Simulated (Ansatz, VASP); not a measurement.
# BiN in two plane-wave programs, part 2 of 2

Wanted: the spread between two codes on one cell, functional and k mesh. The cell is invented: As first built, before any earlier steps moved the atoms: it takes the GaN structure with some of its atoms replaced by other elements, volume scaled by an estimate. It may not be a known or stable phase. The cell comes out of the VASP series on this material, whose earlier steps may have relaxed, scaled or displaced it; both programs get it as it stands.

VASP 6.6.1 and Ansatz 0.2.0.

So far. Step 2 (VASP: band structure, r2SCAN, spin-orbit coupling): The run ends at a pressure of 0.51 GPa.

## 3. Ansatz: band structure, r2SCAN, spin-orbit coupling

Level of this step: Ansatz beside VASP: Kohn-Sham DFT, plane waves, r2SCAN, spin-orbit coupling (Ansatz).

Ansatz runs on its fully relativistic PAW (standard-fr) files.

The same cell, functional, mesh and smearing now go to Ansatz, which takes its cutoff from its data sets.

Contents of input.yaml:

```yaml
crystal:
  lattice:
    - [0.0, 2.7601193961, 2.7601193961]
    - [2.7601193961, 0.0, 2.7601193961]
    - [2.7601193961, 2.7601193961, 0.0]
  atoms:
    - { symbol: Bi, position: [0.0, 0.0, 0.0] }
    - { symbol: "N", position: [0.25, 0.25, 0.25] }
hamiltonian:
  xc: r2scan
  pseudopotentials: { kind: paw_fr }
magnetization:
  noncollinear: true
  spin_orbit: true
kpoints:
  mp_grid: { grid: [7, 7, 7] }
  band_path:
    path:
      - [0.0, 0.0, 0.0]
      - [0.16667, 0.0, 0.16667]
      - [0.33333, 0.0, 0.33333]
      - [0.5, 0.0, 0.5]
      - [0.5, 0.08333, 0.58333]
      - [0.5, 0.18333, 0.68333]
      - [0.5, 0.25, 0.75]
      - [0.45, 0.3, 0.75]
      - [0.40833, 0.34167, 0.75]
      - [0.35, 0.35, 0.7]
      - [0.225, 0.225, 0.45]
      - [0.075, 0.075, 0.15]
      - [0.03333, 0.03333, 0.03333]
      - [0.23333, 0.23333, 0.23333]
      - [0.4, 0.4, 0.4]
      - [0.51667, 0.46667, 0.51667]
      - [0.55833, 0.38333, 0.55833]
      - [0.60833, 0.28333, 0.60833]
      - [0.60833, 0.25, 0.64167]
      - [0.55833, 0.25, 0.69167]
      - [0.51667, 0.25, 0.73333]
      - [0.5, 0.3, 0.7]
      - [0.5, 0.38333, 0.61667]
      - [0.5, 0.48333, 0.51667]
      - [0.475, 0.475, 0.55]
      - [0.425, 0.425, 0.65]
      - [0.38333, 0.38333, 0.73333]
      - [0.59167, 0.18333, 0.59167]
      - [0.55, 0.1, 0.55]
      - [0.5, 0.0, 0.5]
    npoints: 1
scf:
  occupations: { method: gaussian, width: 0.05 }
  n_extra_bands: 14
output:
  forces: true
  stress: true
  eigenvalues: true
```

Command:

```console
> ansatz run input.yaml --threads 2 --pin off --max-ram 4608MiB --backend cpu --events-out ev --progress --plain --runs-dir out
```

Numbers of over 12 decimals in the logs are rounded to 6 here.

Log:

```text
scf.n_extra_bands = 14 over 20 filled bands (N_el = 20.0): the run solves 34 bands
Engine: ansatz 0.2.0, aarch64-unknown-linux-gnu
Pseudopotentials: kind: paw_fr
Pseudopotential: Bi, paw_fr, valence charge 15, recommended cutoff 500 eV (meta_gga), Bi.paw.azcp#standard-fr
Pseudopotential: N, paw_fr, valence charge 5, recommended cutoff 500 eV (meta_gga), N.paw.azcp#standard-fr
Functional definition: r2SCAN
  parameter k0 = 0.174
  parameter k1 = 0.065
  parameter a1 = 4.9479
  exchange = r2scan_x(k0 = k0, k1 = k1, a1 = a1)
  correlation = r2scan_c
non-collinear run that drives no moment, with spin-orbit: no starting moment large enough to seed its density (crystal.atoms[].spin), no starting occupations that ask for one, no magnetisation constraint and no magnetic field, so the semilocal B_xc is pinned to zero
Crystal: 2 atoms, lattice volume = 42.055 Å³
Basis set: ecut = 500 eV, 1067 PW (Γ), exchange–correlation on 120×120×120 points (64 copies of the dense FFT grid, shifted against one another)
Bands: 34, of which v1, the nominal top of the filled ones, is band 20 counted from 1 (19 counted from 0)
Symmetry: 24 space group operations + 24 with time reversal
Magnetic group: BNS 216.75 (UNI 1577), of the structure as read, at distance tolerance 3.5e-5 Å
k-points: 20 of 343 (time reversal used)
Projection manifold: j_resolved (fully-relativistic pseudo-atomic orbitals)
Non-local potential: Bi, projectors of the file, l = 0: 2, l = 1: 4, l = 2: 4, l = 3: 4
Non-local potential: N, projectors of the file, l = 0: 2, l = 1: 4, l = 2: 2
PAW form: soft (Blöchl's): semilocal exchange-correlation on the pseudo side does not see the compensation charge
PAW frozen core: Bi, regenerated for the run's functional (the file was generated under x = pbe(κ = 0.804, μ = 0.219515), c = pbe(β = 0.066725))
PAW frozen core: N, regenerated for the run's functional (the file was generated under x = pbe(κ = 0.804, μ = 0.219515), c = pbe(β = 0.066725))
PAW one-centre angular grid: Bi, 590 points (default); XC on 285 of its mesh's 2899 points in the sphere
PAW one-centre angular grid: N, 302 points (default); XC on 160 Gauss nodes
Initial density: superposition of atomic densities (chi_scale 0.1, normalization cell, long waves kept (reshape's long-wave potential 0.00 eV rms))
Initial wavefunctions: pseudopotential atomic-orbital guess
Functional: x = r2scan, c = r2scan; τ floored in thin density (d = 2e-4 eV/Å³)
SCF iter   1: F=—  HF=-12760.473945 eV  |F-HF|=—  |Δ(HF+E_count)|=         —  Δρ=5.89e-2  dr2=2.47e0  dr2_τ=5.27e-2  dr2_m=0.00e0 (ungated)  ethr=3.10e-3  |M|=0.00e0 ∫|m|=0.00e0 μB  |m|>n=0.0e0 m-floor=0.0e0 τ_xc=0.0e0  β_m=0.30  ⟨swp⟩=7.2  Hψ=3748  notcnv=0  defer=60
preconditioner: auto → none  [insulator: Δε(μ)=0.078 eV  Ē_g=23.447 eV  σ=0.050 eV  W_gap=0.72  n_scr=14 (ndim 8)  ℏωp=25.6 eV  f_vac=0.000  D(μ)=0.60/eV (n_scr^D=0)  ε∞_Penn≈2.2]
SCF iter   2: F=—  HF=-12760.087913 eV  |F-HF|=—  |Δ(HF+E_count)|=   3.86e-1  Δρ=3.43e-2  dr2=3.59e-1  dr2_τ=4.24e-2  dr2_m=0.00e0 (ungated)  ethr=3.10e-3  |M|=0.00e0 ∫|m|=0.00e0 μB  |m|>n=0.0e0 m-floor=0.0e0 τ_xc=0.0e0  β_m=0.27  ⟨swp⟩=2.4  Hψ=1188  notcnv=0  defer=144
SCF iter   3: F=—  HF=-12760.064956 eV  |F-HF|=—  |Δ(HF+E_count)|=   2.30e-2  Δρ=1.57e-2  dr2=9.14e-2  dr2_τ=8.52e-4  dr2_m=0.00e0 (ungated)  ethr=1.80e-3  |M|=0.00e0 ∫|m|=0.00e0 μB  |m|>n=0.0e0 m-floor=0.0e0 τ_xc=0.0e0  β_m=0.47  ⟨swp⟩=2.2  Hψ=740  notcnv=0  defer=144
SCF iter   4: F=—  HF=-12760.068199 eV  |F-HF|=—  |Δ(HF+E_count)|=   3.24e-3  Δρ=5.18e-3  dr2=7.69e-3  dr2_τ=1.87e-4  dr2_m=0.00e0 (ungated)  ethr=4.57e-4  |M|=0.00e0 ∫|m|=0.00e0 μB  |m|>n=0.0e0 m-floor=0.0e0 τ_xc=0.0e0  β_m=0.50  ⟨swp⟩=3.1  Hψ=993  notcnv=0  defer=144
SCF iter   5: F=—  HF=-12760.068087 eV  |F-HF|=—  |Δ(HF+E_count)|=   1.11e-4  Δρ=1.04e-3  dr2=2.73e-4  dr2_τ=2.97e-6  dr2_m=0.00e0 (ungated)  ethr=3.85e-5  |M|=0.00e0 ∫|m|=0.00e0 μB  |m|>n=0.0e0 m-floor=0.0e0 τ_xc=0.0e0  β_m=0.71  ⟨swp⟩=2.6  Hψ=744  notcnv=0  defer=144
SCF iter   6: F=—  HF=-12760.068182 eV  |F-HF|=—  |Δ(HF+E_count)|=   9.42e-5  Δρ=1.45e-4  dr2=1.24e-5  dr2_τ=2.94e-7  dr2_m=0.00e0 (ungated)  ethr=1.36e-6  |M|=0.00e0 ∫|m|=0.00e0 μB  |m|>n=0.0e0 m-floor=0.0e0 τ_xc=0.0e0  β_m=0.80  ⟨swp⟩=2.3  Hψ=680  notcnv=0  defer=144
SCF iter   7: F=—  HF=-12760.068187 eV  |F-HF|=—  |Δ(HF+E_count)|=   5.08e-6  Δρ=2.42e-5  dr2=2.66e-7  dr2_τ=1.26e-9  dr2_m=0.00e0 (ungated)  ethr=6.20e-8  |M|=0.00e0 ∫|m|=0.00e0 μB  |m|>n=0.0e0 m-floor=0.0e0 τ_xc=0.0e0  β_m=0.84  ⟨swp⟩=2.0  Hψ=788  notcnv=0  defer=144
SCF iter   8: F=-12760.068187 eV  HF=-12760.068187 eV  |F-HF|=5.77e-9  |Δ(HF+E_count)|=   6.36e-8  Δρ=4.16e-6  dr2=8.46e-9  dr2_τ=8.21e-11  dr2_m=0.00e0 (ungated)  ethr=5.00e-10  |M|=0.00e0 ∫|m|=0.00e0 μB  |m|>n=0.0e0 m-floor=0.0e0 τ_xc=0.0e0  ⟨swp⟩=12.6  Hψ=4053  notcnv=0
SCF 1 converged in 8 iterations: F = -12760.068187 eV  dr2 = 8.46e-9
  greatest PAW one-centre occupation: 0.986 electrons in one spin orbital (limit 2), on the Bi atom at site 0 (counted from 0), in its partial waves of l = 2
NSCF: frozen V_eff on 30 k-points
SCF converged after 8 iterations
Magnetization: |M| = 0.0000 μB,  M = (+0.0000, +0.0000, +0.0000) μB
Absolute magnetization: 0.0000 μB (∫|m|)
  site 0: m = (+0.0000, +0.0000, +0.0000) μB, |m| = 0.0000 μB  (R = 0.99 Å)
  site 1: m = (+0.0000, +0.0000, +0.0000) μB, |m| = 0.0000 μB  (R = 0.99 Å)
Free energy (F): -12760.068187 eV
Harris-Foulkes:  -12760.068187 eV  (|F-HF|=5.77e-9)
Internal energy: -12760.066925 eV  (E = F + TS)
E sigma→0 (E₀):  -12760.067556 eV
Entropy (-TS):   -0.001262 eV (-0.631 meV/atom)
Fermi energy:    9.746301 eV
--- Per-component energies (eV) ---
  E_band       = -111.358624
  E_kinetic    = 427.951593
  E_local      = -1717.451651  (includes V_loc(G=0)·N_el)
  E_nonlocal   = 610.160296
  E_hartree    = 553.689123
  E_xc         = -200.277459
  E_vxc        = -240.809182  (∫ρ·V_xc dr)
  E_paw        = -10783.106482  (= ΣΔE_a)
  E_vpaw       = -314.523266  (= ΣTr[D̂ρ^β])
  E_aug_tail   = -0.000201  (compensation charges beyond the density's cutoff)
  E_vtau       = 15.936626  (kinetic-family band-sum trace: ∫τ·v_τ [+ j·A + Jᵃ·Aᵃ] dr)
  E_ewald      = -1651.852107
  E_core_change = 0.819964  (= ΣΔE_core)
  E_smearing   = -0.001262  (= −TS)
  E_closure    = 0.000000  (closes the sum)
  Σ components = -12760.068187   (vs F -12760.068187, Δ=0.00e0)
--- Forces (eV/Å), atoms counted from 1 ---
  atom   1  Bi    -0.00000000    -0.00000000    -0.00000000
  atom   2  N      0.00000000    -0.00000000     0.00000000
  max |Σ_I F_I| component: 2.50e-16 eV/Å
--- Stress (GPa, compression-positive) ---
        0.384782       0.000000      -0.000000
        0.000000       0.384782       0.000000
       -0.000000       0.000000       0.384782
  P = ⅓ Tr σ = 0.3848 GPa (3.848 kbar)
--- Band table (eV; the first three rows and the last of 20) ---
  k-point 0: bands = [... 16 lower, 7.4746, 7.4746, 7.4746, 7.4746, 10.9786, 10.9786, 13.6923, 13.6923, ... 10 higher]
  k-point 1: bands = [... 16 lower, 7.2998, 7.3224, 7.4494, 7.4494, 11.1627, 11.1627, 13.0953, 13.0953, ... 10 higher]
  k-point 2: bands = [... 16 lower, 6.9700, 6.9960, 7.1681, 7.1681, 11.6837, 11.6837, 13.0318, 13.0318, ... 10 higher]
  k-point 19: bands = [... 16 lower, 5.1513, 5.5068, 9.6040, 9.7503, 11.1252, 11.5025, 12.3652, 13.1724, ... 10 higher]
```

Run time: 24 s. Hardware: 2 threads of Arm Neoverse N1, shared host; peak memory 0.56 GiB.

## 4. Comparison

Known differences besides the PAW data sets themselves: spin-orbit coupling enters by fully relativistic files in Ansatz and inside the spheres in VASP; VASP keeps PBE cores, Ansatz makes them for the functional; the cutoff is 500 eV in Ansatz and 520 eV in VASP. Total energies have different zeros and are not compared.

Compared:

| quantity | Ansatz | VASP | difference |
| --- | --- | --- | --- |
| pressure (GPa) | 0.38 | 0.51 | -0.12 |

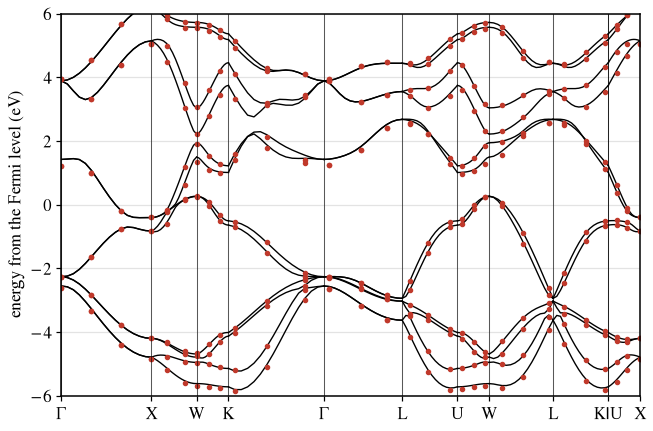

Bands from VASP (lines) and levels from Ansatz (dots). Dots without a line are higher empty bands that the VASP plot leaves out.

Levels from 3 eV below to 2 eV above the Fermi level differ by 52 meV r.m.s. and 192 meV at most; each VASP level is matched to the nearest of Ansatz, which flatters the figure a little. Ansatz's pressure holds a Pulay correction of 0.04 GPa; VASP's holds none.

## 5. Summary of results

| Item | Value |
| --- | --- |
| r.m.s. difference of levels near the Fermi level (band structure, r2SCAN, spin-orbit coupling) | 52 meV |

What this shows: The r.m.s. difference of levels near the Fermi level is 52 meV (band structure, r2SCAN, spin-orbit coupling), within the 80 meV picked in this series as the mark of a large difference. 1 further run on this material is not shown. Differences of this kind measure data sets and numerical settings, not the functional's error against experiment.

[Lines on the potential files, build, host, timing and source positions are cut from VASP's logs without a mark.]

[Logs are printed without paths, hosts, clocks, repeated set-up lines and the standing remarks that a program may print on its own settings, such as how far it seeks lower states.]

[Hosts, paths, dates, database ids (printed as entryN), source tags and the programs' standing remarks are cut or masked in the printed files.]
